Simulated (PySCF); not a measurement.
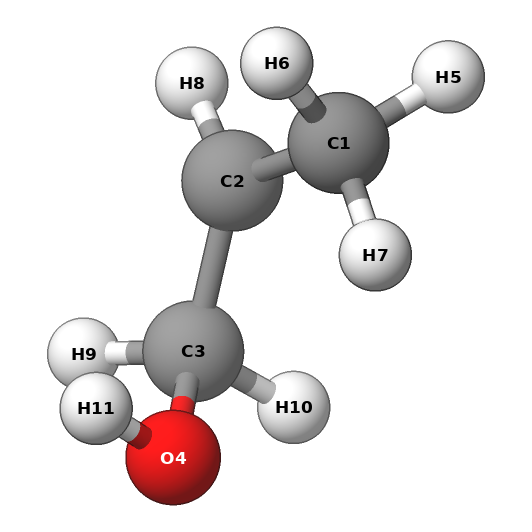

State: neutral, doublet. The geometry was computed by an optimisation with GFN2-xTB. No frequency run is at hand to confirm it as a minimum. Method: UKS B3LYP, pcH-1 on C H O, non-relativistic (PySCF 2.14.0). Fermi-contact and spin-dipolar terms alone, no spin-orbit part.

### Which nucleus has the largest dipolar (anisotropic) hyperfine coupling?

13C at C2: principal values −79.6, −79.0, 158.6 MHz.

List the isotropic and dipolar parts for the most strongly coupled nuclei, one of each equivalent set.

```tsv
atom	isotope	a_iso (MHz)	dipolar part (MHz)
C2	13C	90.3	−79.6, −79.0, 158.6
H8	1H	−61.9	−37.9, −0.4, 38.3
H9	1H	41.0	−5.8, −4.2, 10.0
H6	1H	110.9	−5.3, −4.1, 9.5
O4	17O	−19.5	−9.1, 3.9, 5.3
H5	1H	117.7	−5.3, −3.2, 8.4
H7	1H	2.8	−4.6, −3.8, 8.4
H11	1H	−1.1	−6.2, −1.9, 8.1
```
